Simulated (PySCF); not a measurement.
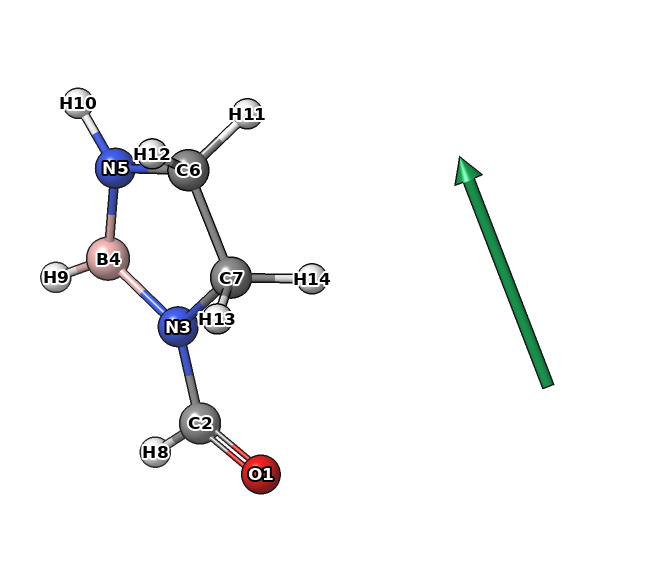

The arrow beside the molecule shows the direction of the dipole moment, from the negative to the positive end (its length means nothing). Computed geometry: GFN2-xTB optimisation. No frequency run is at hand to confirm it as a minimum. Properties computed with B3LYP/def2-SVPD, gas phase (PySCF 2.14.0).

**How large is the dipole moment?**

4.61 D; it points from the side of O1 to the side of H10 (the outermost atoms at the two ends).

The geometry is semi-empirical. Around B such bond lengths and angles can be off by a tenth of an ångström or more and by several degrees, and values that hang on the shape move with them.
